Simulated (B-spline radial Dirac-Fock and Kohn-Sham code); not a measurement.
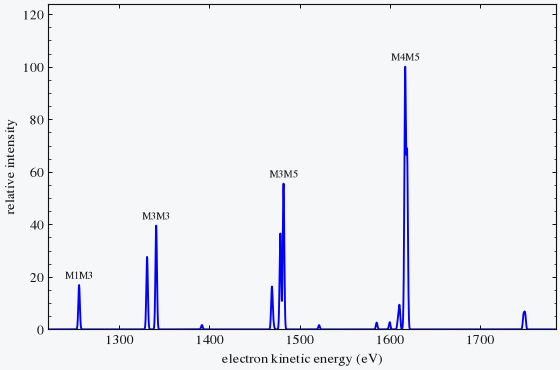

Figure. Auger groups that fill an L3 (2p3/2) hole, broadened by 2.0 eV full width. Kinetic energies count from the vacuum level; very weak lines are left out. Species: strontium in charge state +2 (Sr²⁺). Method: independent-particle Coulomb rates on relativistic LDA orbitals, configuration-average energies from Dirac–Fock (computed with a radial B-spline solver).

Describe what the figure shows.

The strongest group is L3-M4M5 at 1.617 keV (24 % of the non-radiative width), followed by L3-M5M5 at 1.619 keV (16 %), L3-M3M5 at 1.482 keV (14 %), L3-M3M3 at 1.341 keV (10 %). The lines shown span 1.256 keV to 1.750 keV.
